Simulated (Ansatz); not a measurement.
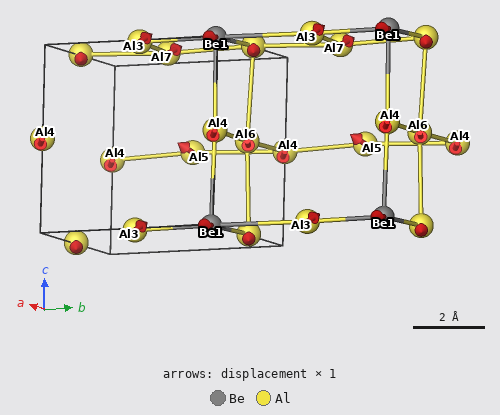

A relaxation of crystalline BeAl6 (a generated structure, set up in P1) (coarse preliminary run). The starting structure is drawn; red arrows show the displacements (the part carried along by the change of the cell is left out), at their true length.

A ball-and-stick model of the cell of the calculation, repeated 1 × 2 × 1 with one cell outlined, seen from a free direction.

All numbers below come from Ansatz, DFT PBE, scalar-relativistic, plane waves, PAW.

Input
```yaml
crystal:
  lattice:
    - [5.1418935642, 0.015701477, 0.0296104023]
    - [0.015701477, 5.312195141, 0.0725419033]
    - [0.0296104023, 0.0725419033, 5.3658440449]
  atoms:
    - { symbol: Be, position: [-0.0157234652, -0.0161425275, -0.0025538466] }
    - { symbol: Al, position: [0.5045255814, 0.0070199872, 0.0044070492] }
    - { symbol: Al, position: [-0.0265091095, 0.5380090837, -0.0058659512] }
    - { symbol: Al, position: [1.0057581261, 0.0012115773, 0.5000500897] }
    - { symbol: Al, position: [1.0293538877, 0.4754298031, 0.516032197] }
    - { symbol: Al, position: [0.5061489617, -0.014756467, 0.499269674] }
    - { symbol: Al, position: [0.4964460178, 0.5092285432, -0.011339212] }
basis:
  ecutwfc: 420
kpoints:
  mp_grid: { grid: [4, 4, 4] }
hamiltonian:
  xc: pbe
scf:
  occupations: { method: gaussian, width: 0.2 }
  lower_state_search: "off"
output:
  forces: true
  stress: true
  eigenvalues: true
relax:
  adjacent_minimum: "off"
  f_tol: 0.025
  max_steps: 60
  cell: { stress_tol: 0.25 }
```

Command:
```bash
ansatz run input.yaml --threads 1 --pin off --max-ram 2048MiB --backend cpu --events-out ev --progress --plain --runs-dir out
```

Q: What happened in the run?

A: After 17 accepted moves (21 points after the start) the energy has fallen by 3.356 eV per cell of the calculation. The largest force component goes from 1.1 to 0.0072 eV/Å. Pressure: −0.44 GPa at the start and 0.02 GPa at the end. The line search rejected the trial steps at points 12, 17, 19 of the run. At 1 point the geometry stayed and the basis and grid were re-selected for the new cell (energy shift of 0.1 meV per cell of the calculation at most each time). Be1 moves most relative to the cell: 0.99 Å roughly along +a. By element the largest moves are Be 0.99 Å, Al 0.93 Å. Cell: a 5.142 → 5.447 Å (+5.9 %), b 5.313 → 4.975 Å (−6.3 %), c 5.366 → 4.464 Å (−16.8 %), α 88.4° → 77.2°, β 89.4° → 89.5°, γ 89.7° → 93.8°. Volume −19.7 %. Some distances before and after: Be1–Al6 3.823 → 2.529 Å, Be1–Al5 3.630 → 2.393 Å, Be1–Al6 (another image) 3.766 → 2.633 Å, Al5–Al7 3.692 → 2.676 Å. Bond angles that change, for instance: Al2–Al6–Al2 175.1° → 109.8°, Al7–Al2–Al7 175.9° → 116.6°, Al5–Al3–Al5 161.4° → 110.5°. The space group stays P1 (No. 1).
